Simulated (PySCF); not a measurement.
# InCl₃: the energy surface near the minimum

Aim: map the energy of singlet InCl₃ about its PBE0 minimum, with rigid distortions.

Computed with PySCF 2.14.0. Level: PBE0, basis In def2-SVP with ECP28, Cl def2-SVP, scalar-relativistic core potentials, no spin–orbit coupling, density fitting.

### 1 Starting geometry

4 atoms, charge 0, spin multiplicity 1.

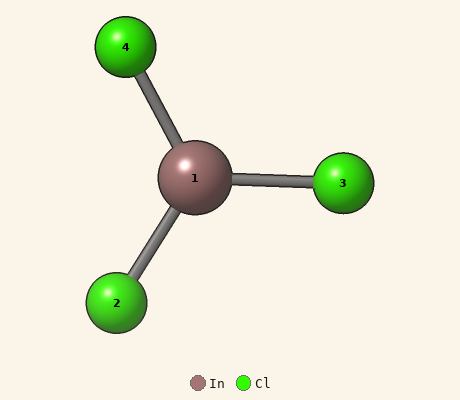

The starting geometry (indium brown, chlorine green); atoms are numbered from 1 in the order of the file.

Coordinates in bohr (charge 0 multiplicity 1):
```
In    0.0000    0.0000    0.0000
Cl    4.3859    0.0000    0.0000
Cl   -2.1930    3.7983    0.0000
Cl   -2.1929   -3.7983    0.0000
```

### 2 Breathing scan

One driver script runs all scans and calls PySCF for each point, on a (75, 302) grid.

Started as:

```sh
> OMP_NUM_THREADS=2 python axn.py task.json out
```

A rigid scan with PBE0: all bonds to the central atom are scaled together. Each point starts from its neighbour's orbitals, and energies count from the minimum.

```tsv
scale of all bonds to the centre	energy (kJ/mol)
0.88	264.9
0.92	102.0
0.96	22.2
1.00	0.0
1.04	17.0
1.08	59.7
1.14	151.6
1.22	293.8
1.35	509.2
```

The scan needed 8.9 s of wall time on 2 threads of Arm Neoverse V1, shared host.

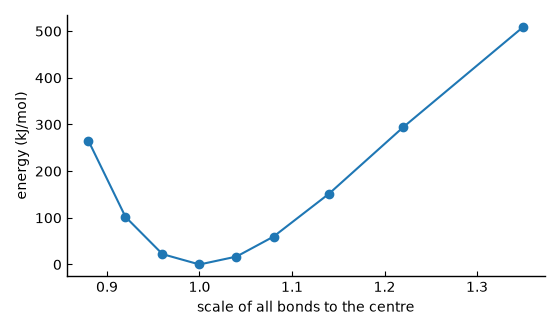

Energy along the scan.

### 3 Stretching one bond

A rigid scan with PBE0: the bond from In to the last atom (Cl) is scaled and the rest held.

```tsv
scale of one bond	energy (kJ/mol)	dipole size (D)
0.92	32.3	0.77
0.96	7.1	0.39
1.00	0.0	0.00
1.05	8.3	0.48
1.12	38.9	1.13
1.20	86.3	1.82
1.35	179.8	2.92
1.55	282.7	3.96
1.80	368.4	4.75
2.20	436.0	5.52
```

The scan took 11 s.

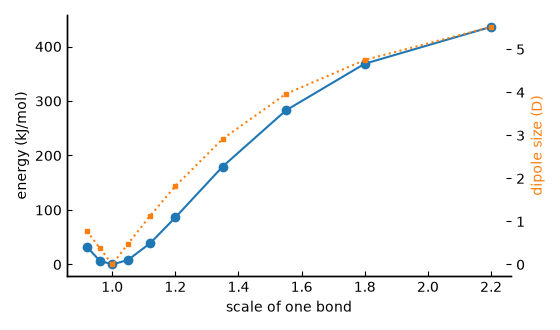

Energy (circles) and dipole moment (squares) along the scan.

A restricted determinant lies too high at long bonds, where the pair should uncouple.

### 4 Umbrella curve

A rigid scan with PBE0: angle between each bond and the threefold axis, bonds fixed.

```tsv
angle of the bonds to the threefold axis (°)	energy (kJ/mol)	dipole size (D)
55	221.5	5.39
60	154.8	4.79
65	104.2	4.12
70	65.4	3.39
75	36.3	2.59
80	16.0	1.75
85	4.0	0.88
90	0.0	0.00
```

The scan took 7.5 s.

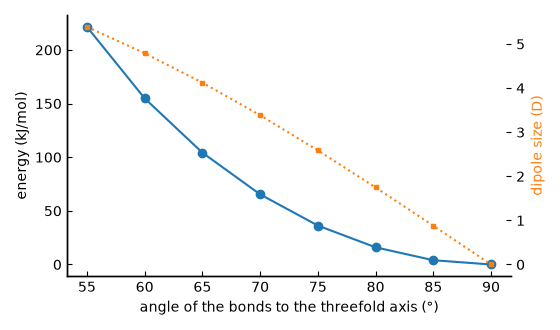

Energy (circles) and dipole moment (squares) along the scan.

### 5 Outcome

| quantity | value |
| --- | --- |
| all bonds 4 % longer | 17.0 kJ/mol |
| one bond 20 % longer | 86.3 kJ/mol |

In words: The well is lopsided, 22.2 kJ/mol for 4 % shorter bonds against 17.0 for 4 % longer ones.
